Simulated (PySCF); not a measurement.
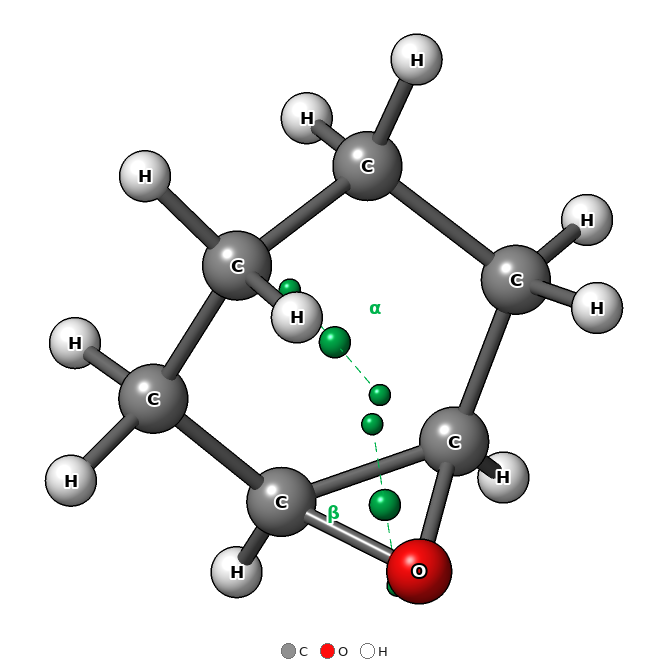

The small points mark where nucleus-independent chemical shifts (NICS) were computed: at the centre of each lettered ring and 1 Å above and below it. Geometry: a frame of a GFN2-xTB molecular-dynamics simulation, not a minimum. Level of theory: GIAO PBE0/pcSseg-1 NMR shielding, non-relativistic, gas phase (PySCF 2.14.0).

Give NICS(0), NICS(1) and the out-of-plane component NICS(1)zz for each ring (means of the two sides).

```
ring  members  NICS(0)  NICS(1)  NICS(1)zz
   α       C6     −4.2     −3.1        2.4
   β      C2O    −47.3     −6.2      −22.9
```

Values in ppm.

**What do the values say about the ring currents?**

Ring α: weak, as in a non-aromatic ring. NICS is one index among several.
